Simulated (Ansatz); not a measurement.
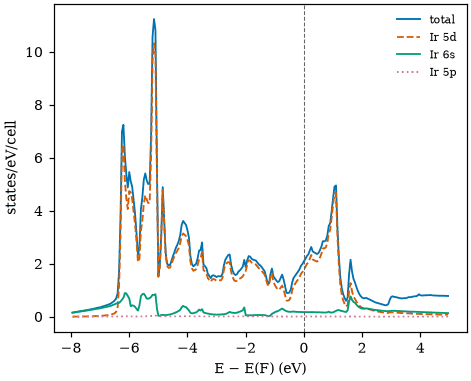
Figure: Total and projected density of states of Ir (diamond, Fd-3m), DFT-r²SCAN in the program Ansatz with PAW potentials

**Question.** Which orbitals carry the states next to the Fermi level?

**Answer.** Within 0.5 eV of the Fermi level: Ir 5d 85 %, Ir 6s 9 %, outside the projected shells 6 %. Projections are on Löwdin-orthogonalised atomic valence shells; empty p or d shells of many metals are not among them.

**Question.** Where is the tallest occupied peak in this window, and what makes it?

**Answer.** Near -5.1 eV, about 11 states/eV per cell; the largest projected share is Ir 5d.

The start of the workflow was typed in or built on a structure type; neither database checked (COD, Materials Project) lists it. It is not the phase usual at ambient conditions (space group No. 225). Symmetry was held in the r²SCAN relaxation; whether a distortion lowers the energy is not shown. The run is not spin-polarised. Spin–orbit coupling is left out wherever it is not named.

Potentials: the earlier of the program's two PAW sets.
